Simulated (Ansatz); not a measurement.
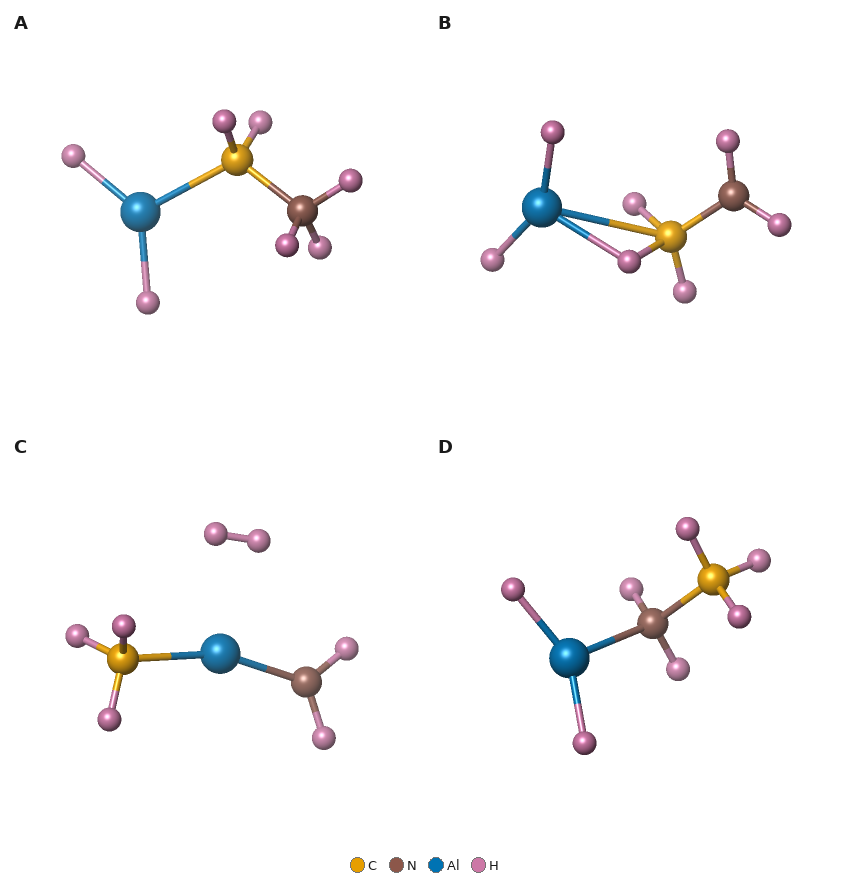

4 stationary structures of one formula. State: charge +1, singlet. Geometries: PBE-D4/def2-SVP. Electronic energies: PBE-D4/def2-SVP (Ansatz 0.2.0), without zero-point energy. No frequency run is at hand to confirm each as a minimum. Each is one conformer, not always the lowest.

Question: Which is lowest in energy, and by how much?

Answer: D is lowest; C lies 39.2 kJ/mol above it, A lies 76.4 kJ/mol above it, B lies 174.2 kJ/mol above it.
